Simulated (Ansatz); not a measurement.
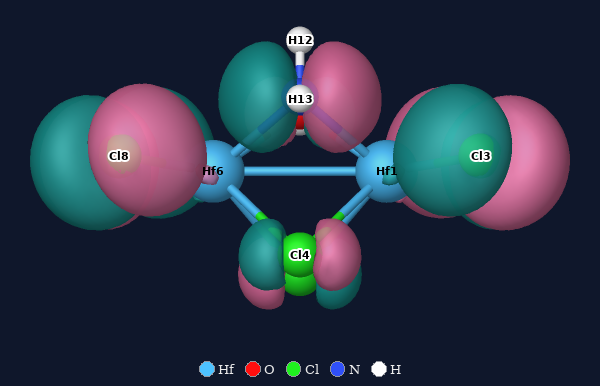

The picture shows: Cl6H3Hf2NO. The HOMO−1 at ±0.06 Å⁻³ᐟ² (teal and pink are the two phases), seen from one side.

A transition-state structure; geometry: PBE0-D4/def2-TZVP; core potentials replace the inner electrons of Hf.

Method: RKS PBE0-D4/def2-TZVPP in Ansatz 0.2.0.

```xyz
13

Hf    0.8992    1.0877   -0.5949
O     0.7764   -1.0771   -0.4918
Cl    0.2845    2.9783   -1.8483
Cl   -0.7150    1.8285    1.3556
Cl    3.0359    0.8185   -1.5497
Hf   -0.6078   -0.7996    1.1559
N    -1.1185    0.1390   -0.8131
Cl   -2.8611   -0.9602    1.8034
Cl    0.0433   -2.9278    1.9288
Cl    1.7658    0.2325    1.7699
H     1.5938   -1.5507   -0.2987
H    -1.1751   -0.5253   -1.5779
H    -1.9216    0.7563   -0.8390
```

### Describe this orbital and give its energy.

By Hirshfeld shares it lies mainly on Cl3 (about 20 %), Cl8 (about 20 %), Cl5 (about 20 %), Cl9 (about 20 %) and N7 (about 10 %); largely a combination of lone pairs on Cl3, Cl8, Cl5, Cl9 and N7. Its energy is −8.95 eV.
